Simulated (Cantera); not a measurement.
Input: 1 mol SiHCl3, 0.023 mol C2H2, 99 mol H2, equilibrated at 0.0310 bar.

Cantera equilibrium calculation (NASA polynomials, part measured and part estimated; ideal gas, pure solids and liquids). Candidate condensed phases: C, C6H6, C7H8, C8H18, Si, SiC; 109 gas species. Mutual solubility and eutectic melting of coexisting phases are not modelled. The tables' values for SiCl3, SiCl are old estimates; treat these amounts as uncertain. Gases not in the tables: Si2H6 and higher silanes. Rates play no part.

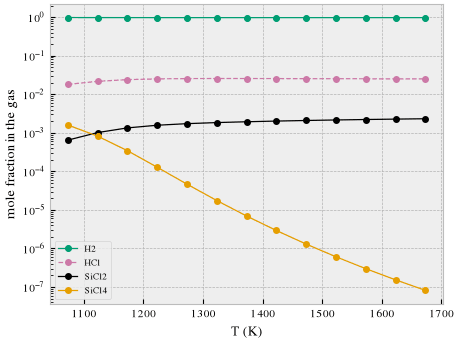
Figure. Equilibrium gas composition (values under 1e-9 drawn at 1e-9)

Q: Read off the mole fractions at 1223 K.

A: H2 about 0.97, HCl about 0.025, SiCl2 about 0.0016, SiCl4 about 0.00013.
